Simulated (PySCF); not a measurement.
**C$_{5}$H$_{9}$P (SMILES C=CPC1CC1): density, localisation and related maps**

```xyz
15

C     2.9588    0.0409    0.2678
C     1.7393    0.5486    0.3449
P     0.3216   -0.2417    1.1606
C    -0.7829   -0.3082   -0.3116
C    -1.7881    0.7950   -0.4911
C    -2.2466   -0.5704   -0.1010
H     3.7745    0.5784   -0.1893
H     3.1934   -0.9342    0.6645
H     1.5281    1.5413   -0.0382
H     0.7987   -1.5537    1.0370
H    -0.3246   -0.7148   -1.2079
H    -1.8280    1.5726    0.2585
H    -1.9883    1.1445   -1.4933
H    -2.5959   -0.7182    0.9105
H    -2.7643   -1.1720   -0.8332
```

Geometry: GFN2-xTB.

The calculation used PBE0/pcSseg-1, SCF density, gas phase, non-relativistic (PySCF).

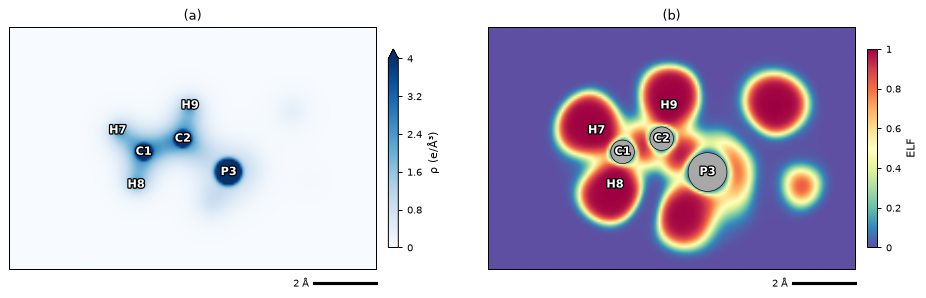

Figure 1. (a) electron density; (b) ELF on the plane of atoms H7, C1 and H8. Grey discs cover the atomic cores in the ELF map.

> Read the bonding off the picture.

- The section cuts through C, P and H sites.
- C–C (1.32 Å): ρ is about 2.3 e/Å³ halfway; the ELF peaks at about 0.95 between the atoms: a multiple bond.
- C–P (1.82 Å): ρ at the midpoint is about 1.2 e/Å³; the ELF peaks at about 0.95 between the atoms, as expected for a covalent bond.
- C–H (1.08 Å): the density is about 2 e/Å³ at the midpoint; the ELF climbs to about 1 towards the hydrogen, as it does in any bond to H (a covalent bond by its length).

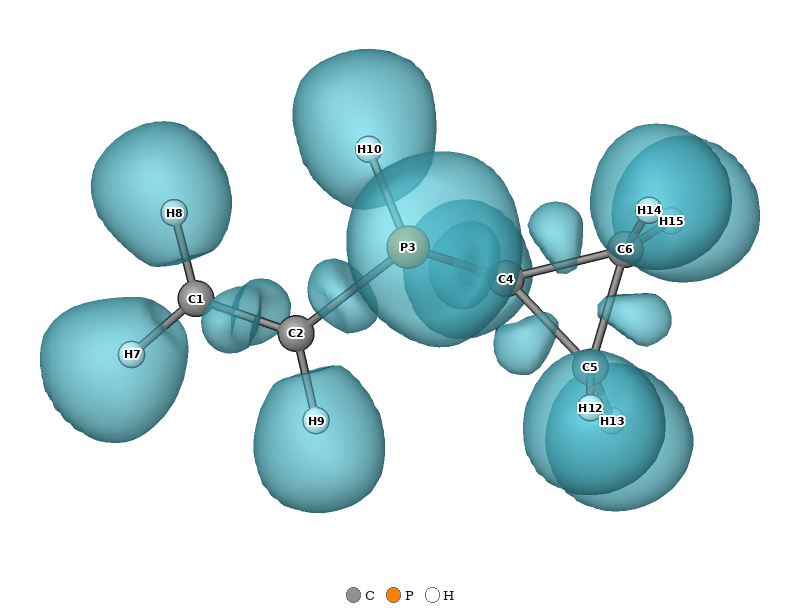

Figure 2. Isosurface of the electron localisation function at 0.8 (cyan), seen across its widest extent. Core shells and regions of very low density are left out.

> What do the ELF domains correspond to?

The surface consists of four regions between bonded C–C atoms (shared pairs), two regions between bonded C–P atoms (shared pairs), nine regions around hydrogen nuclei and one lobe on P, pointing away from the bonds (lone pairs).

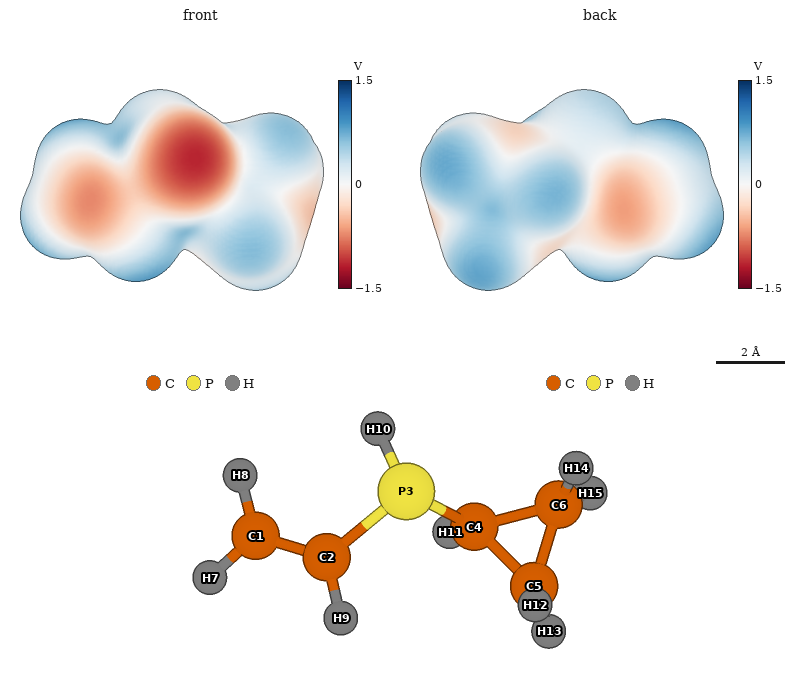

Figure 3. The molecular electrostatic potential painted on the density surface at 0.002 e/bohr³, seen from the front and from behind; the colour scale runs from red (negative) to blue (positive). The bare structure is drawn below in the same view.

> Describe the electrostatic potential map.

The most negative region (about −1.1 V, or −25 kcal/mol for a unit charge) lies over P3, the most positive (about +0.8 V, or +18 kcal/mol for a unit charge) over the H atoms.
